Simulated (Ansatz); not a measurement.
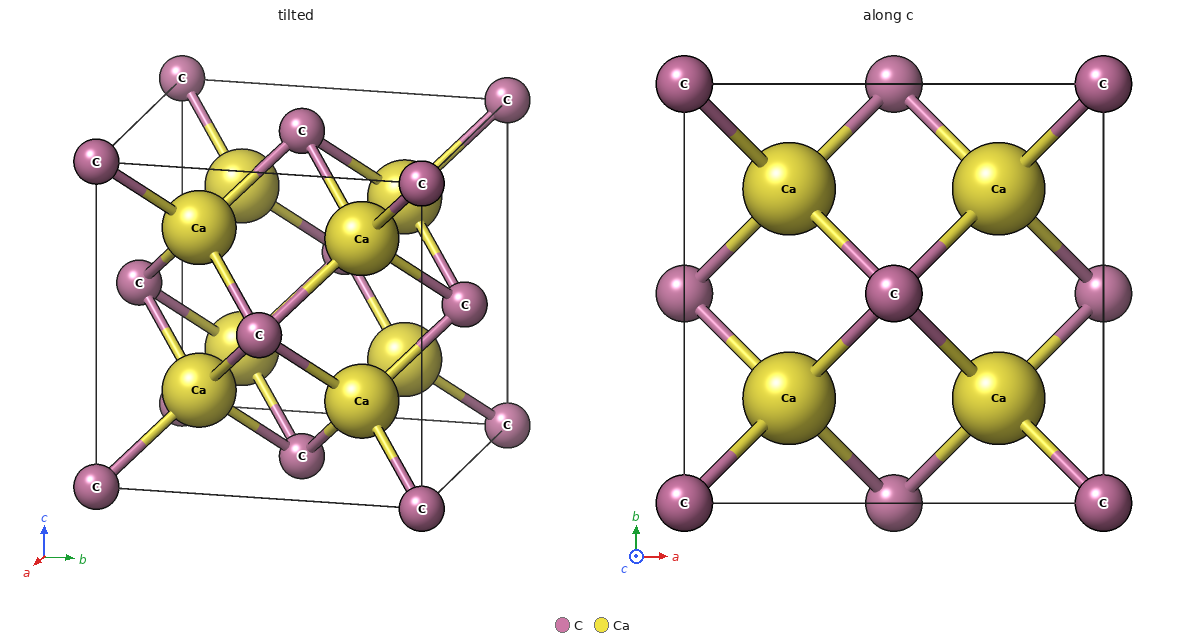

Ball-and-stick drawing of the structure, looking slightly off an axis and along the c axis. The box is the conventional unit cell; atoms on or close to its faces, edges and corners are drawn wherever they repeat.

Ca2C, antifluorite, space group Fm-3m (No. 225), a = 6.052 Å, b = 6.052 Å, c = 6.052 Å, α = 90.00°, β = 90.00°, γ = 90.00°. Provenance: a structure type filled with these elements by a generator (whether the compound takes this form wasn't checked). The cell was then strained or its atoms displaced on purpose. It was the input of a calculation with Ansatz.

This one geometry was computed with Ansatz (DFT, plane waves, PAW) at three levels of theory: HSE06, PBE and r2SCAN. It was relaxed with r2SCAN and then strained.

Q: How does the band gap change with the level of theory?

A: PBE: a gap of 0.09 eV, direct; r2SCAN: a gap of 0.29 eV, direct; HSE06: a gap of 0.72 eV, direct.

Q: Collect the results in a table.

A:
| level | cutoff (eV) | k-mesh of the run's cell | gap (eV) | pressure (GPa) |
| --- | --- | --- | --- | --- |
| HSE06 | 420 | 6×6×6 | 0.72 | 7.4 |
| PBE | 420 | 8×8×8 | 0.09 | 7.5 |
| r2SCAN | 500 | 8×8×8 | 0.29 | 6.9 |

Gaps are taken on the k-mesh or band path of each run.
